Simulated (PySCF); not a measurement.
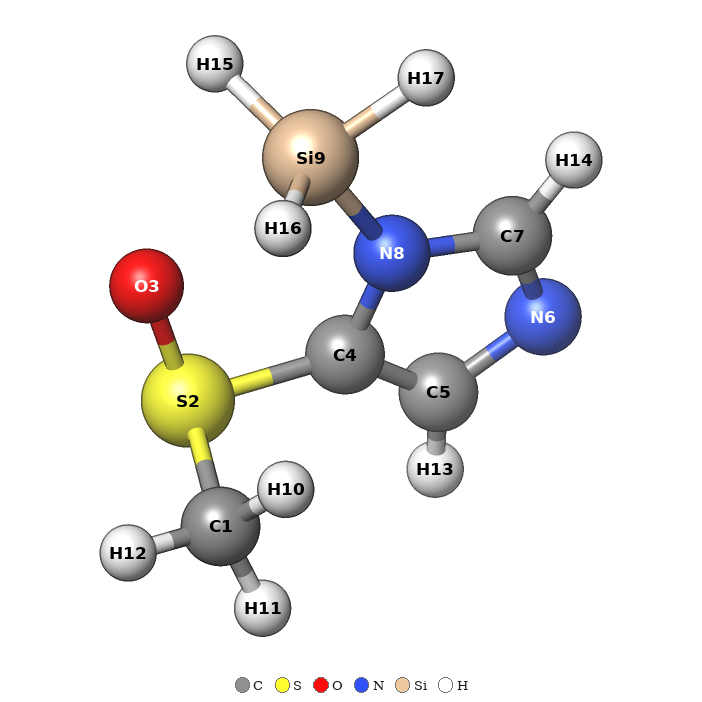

The geometry was computed by an optimisation with PBE0-D3(BJ)/def2-SVP. No frequency run is at hand to confirm it as a minimum. Method: delta-SCF UKS SCAN, pcX-2 on the ionised atom, pcseg-1 elsewhere, spin-free X2C (PySCF 2.14.0).

Give the core-electron binding energies (to vacuum; p and d levels without spin–orbit splitting) of C1 1s, S2 1s, S2 2p, O3 1s, C4 1s, C5 1s, N6 1s, C7 1s, N8 1s, Si9 1s, Si9 2p.

| atom | level | binding energy (eV) |
| --- | --- | --- |
| C1 | 1s | 291.6 |
| S2 | 1s | 2480.8 |
| S2 | 2p | 173.0 |
| O3 | 1s | 537.3 |
| C4 | 1s | 291.4 |
| C5 | 1s | 291.0 |
| N6 | 1s | 404.4 |
| C7 | 1s | 291.8 |
| N8 | 1s | 405.9 |
| Si9 | 1s | 1847.1 |
| Si9 | 2p | 107.4 |
